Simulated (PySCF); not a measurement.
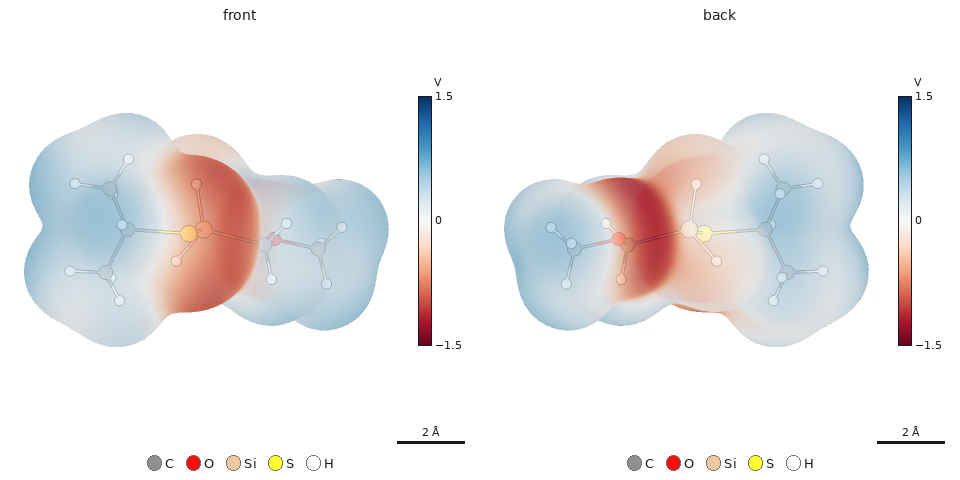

Figure. C5H14OSSi (SMILES COC[SiH2]SC(C)C). The electrostatic potential painted on the density surface at 0.001 e/bohr³, seen from the front and from behind; red is negative and blue positive.

Geometry: GFN2-xTB.

All numbers below come from PBE0/pcSseg-1, SCF density, gas phase, non-relativistic (PySCF).

```xyz
22

C     4.4076    0.2591   -0.0039
O     3.0559    0.5641   -0.2293
C     2.1655   -0.2923    0.4548
Si    0.4447    0.3374   -0.0271
S    -0.9509   -0.8484    1.0818
C    -2.6003   -0.4415    0.3569
C    -2.7639   -1.0976   -1.0025
C    -2.8446    1.0551    0.3102
H     4.9924    0.9783   -0.5744
H     4.6462   -0.7575   -0.3413
H     4.6607    0.3430    1.0605
H     2.3427   -0.2442    1.5378
H     2.3291   -1.3352    0.1511
H     0.3124    1.7446    0.3443
H     0.2378    0.1580   -1.4631
H    -3.2868   -0.9030    1.0713
H    -2.5588   -2.1628   -0.9347
H    -2.0830   -0.6564   -1.7264
H    -3.7836   -0.9603   -1.3583
H    -3.8894    1.2475    0.0720
H    -2.6199    1.5110    1.2710
H    -2.2241    1.5206   -0.4525
```

### Where is the surface potential most negative and most positive?

The most negative region (about −1.2 V) lies over O2, the most positive (about +0.6 V) over the C and H atoms. O2 is the likeliest acceptor of a hydrogen bond.

### How polar is the molecule by this calculation?

Its dipole moment is 0.42 D.
